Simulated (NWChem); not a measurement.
# CuCl (cuprous chloride): M06-2X/def2-TZVP

What is the electronic atomisation energy of CuCl (cuprous chloride) at M06-2X/def2-TZVP? 

The results are computed with NWChem 7.3.0.

4 further runs of the same task are left out: 4 that didn't finish.

### Step 1. The system as given

CuCl has 2 atoms, charge 0, and is taken as a singlet. As SMILES, `[Cl][Cu]`. Geometry: relaxed at PBE0-D4/def2-TZVP.

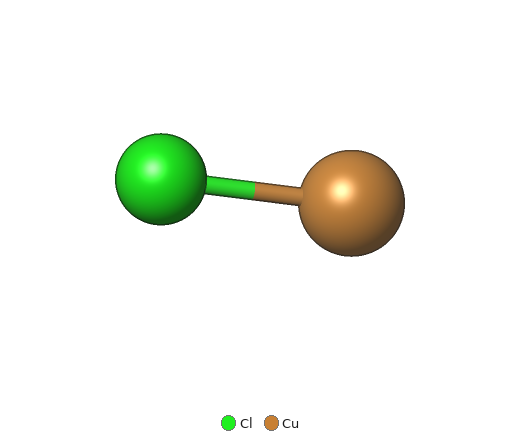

Viewed from a chosen angle; chlorine green, copper orange.

### Step 2. The energy at M06-2X/def2-TZVP

Contents of clcu.nw:

```
START clcu
TITLE "ClCu M06-2X"
memory total 2200 mb

GEOMETRY noautosym nocenter noautoz
 Cl       0.898300      -0.345200       0.446400
 Cu      -0.868800       0.285000      -0.442400
END

BASIS spherical bse
 * library def2-TZVP
END

DFT
 xc m06-2x
 grid lebedev 75 11
 convergence energy 1e-08
 iterations 100
 mulliken
 noprint "final vectors analysis"
END

TASK dft
```

Run with:

```console
nwchem clcu.nw > clcu.out
```

What it wrote:

```text
[...]
          Wavefunction type:  closed shell.
          No. of atoms     :     2
          No. of electrons :    46
[...]
          Charge           :     0
          Spin multiplicity:     1
[...]
          AO basis - number of functions:    82
[...]
              XC Information
              --------------
                       M06-2X Method XC Functional
                     Hartree-Fock (Exact) Exchange  0.540
                        M06-2X Exchange Functional  1.000
                      M06-2X Correlation Potential  1.000
[...]
 d= 0,ls=0.0,diis     1  -2100.5759291368 -2.23D+03  1.54D-02  2.79D+00     3.2
[...]
 d= 0,ls=0.0,diis    12  -2100.7079909396 -5.47D-09  5.94D-07  1.54D-09    24.3
         Total DFT energy =    -2100.707990939565
      One electron energy =    -3175.341018574694
           Coulomb energy =     1044.501708108909
    Exchange-Corr. energy =      -95.535766867261
 Nuclear repulsion energy =      125.667086393481
[...]
      Total Density - Mulliken Population Analysis
     ---------------------------------------------
    Atom       Charge   Shell Charges
 -----------   ------   -------------------------------------------------------
    1 Cl  17    17.52   2.01  0.43  1.53  1.10  0.86  4.20  1.66  1.14  2.75  1.80  0.01  0.02  0.00
    2 Cu  29    28.48   2.00  2.00  1.19  0.80  0.36  0.02  5.99  4.80  1.21  0.18  5.52  3.10  1.25  0.07  0.00
[...]
```

Wall time 25 s (1 thread of Intel Xeon Platinum 8259CL at 2.50GHz (Skylake/Cascade Lake), shared host); peak memory 0.11 GiB.

### Step 3. The Cl atom

Contents of work.nw:

```
start work
title "Cl"
memory stack 880 mb heap 220 mb global 1100 mb
geometry noautosym nocenter noautoz
Cl    0.000000    0.000000    0.000000
end
basis spherical bse
Cl library def2-TZVP
end
dft
xc m06-2x
mult 2
grid lebedev 75 11
convergence energy 1e-08
maxiter 100
mulliken
print low
end
task dft energy
```

Run the same way, it converges to -460.13261 Eh (log not shown).

### Step 4. The Cu atom at the same level

Contents of geom.nw:

```
start geom
memory stack 880 mb heap 220 mb global 1100 mb

geometry units angstrom noautosym nocenter noautoz
  Cu    0.000000    0.000000    0.000000
end

basis spherical bse
  * library def2-TZVP
end

dft
  xc m06-2x
  mult 2
  grid lebedev 75 11
  convergence energy 1e-08
  iterations 100
  mulliken
  noprint "final vectors analysis"
end

task dft
```

Run the same way, it converges to -1640.44393 Eh (log not shown).

### Step 5. Outcome

At M06-2X/def2-TZVP:

```
                     quantity           value
       molecule: total energy  -2100.70799 Eh
      molecule: dipole moment          5.57 D
        Cl atom: total energy   -460.13261 Eh
                Cl atom: ⟨S²⟩           0.753
        Cu atom: total energy  -1640.44393 Eh
                Cu atom: ⟨S²⟩           0.751
electronic atomisation energy        3.577 eV
```

In words: Taking the molecule apart into free atoms costs 3.58 eV (82 kcal/mol), before zero-point energy and without spin-orbit coupling.
